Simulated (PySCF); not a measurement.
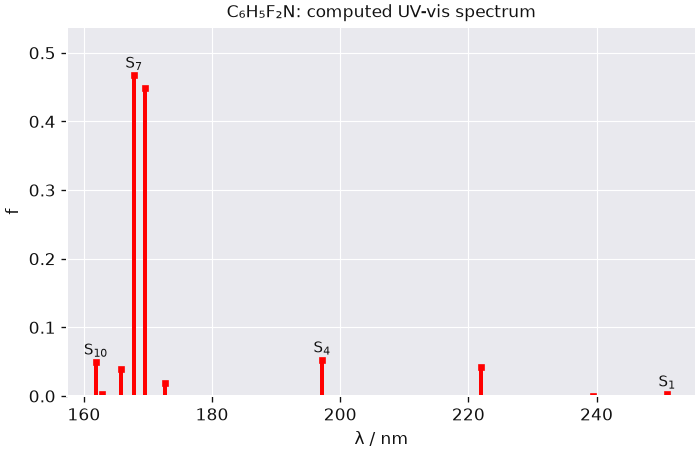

Computed absorption of C₆H₅F₂N, SMILES FC(F)c1ccccn1. Vertical TDDFT excitations, PBE0/def2-SVPD with PySCF 2.14.0, at a PBE0-D3(BJ)/def2-SVP geometry (no frequency check), gas phase. The lowest 10 singlet states are shown.

> Does any vertical transition fall in the visible?

No singlet lies below 3.1 eV (beyond 400 nm), so at this level no vertical transition falls in the visible.

> Where is the lowest singlet, and is it bright?

S1 lies at 4.94 eV (251 nm) with f = 0.003, mainly HOMO → LUMO (98 %); it is dark or nearly so.

Note: one conformer of a flexible molecule; core orbitals are frozen in the response.
